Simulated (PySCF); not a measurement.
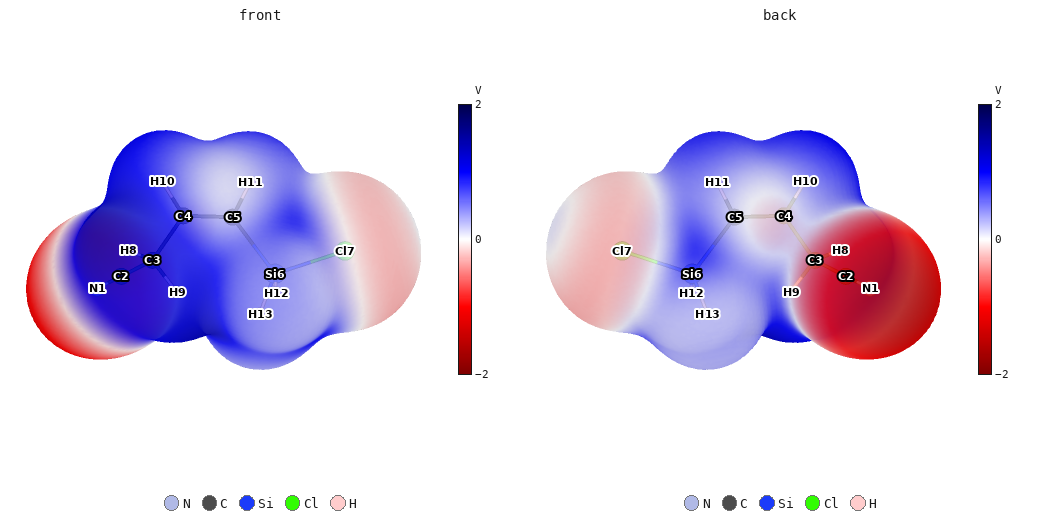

Figure. C₄H₆ClNSi. The molecular electrostatic potential painted on the density surface at 0.001 e/bohr³, seen from the front and from behind; red is negative and blue positive.

Geometry: GFN2-xTB.

Method: PySCF 2.14.0, CAM-B3LYP/def2-SVPD, SCF density, gas phase.

```xyz
13

N    -2.4136   -1.7746   -1.4873
C    -1.9571   -1.1686   -0.6329
C    -1.3740   -0.3800    0.4261
C    -0.7530    0.8531   -0.1659
C     0.5523    1.0561   -0.2838
Si    1.9261   -0.1147    0.2599
Cl    3.6764    0.7790   -0.1874
H    -2.1710   -0.1088    1.1259
H    -0.6273   -0.9860    0.9431
H    -1.4670    1.5830   -0.5296
H     0.8676    1.9854   -0.7433
H     1.8805   -0.3333    1.7081
H     1.8556   -1.3901   -0.4505
```

### Describe the electrostatic potential map.

The most negative region (about −1.6 V) lies over N1, the most positive (about +1.4 V) over Si6, H8 and H9. N1 is the likeliest acceptor of a hydrogen bond.
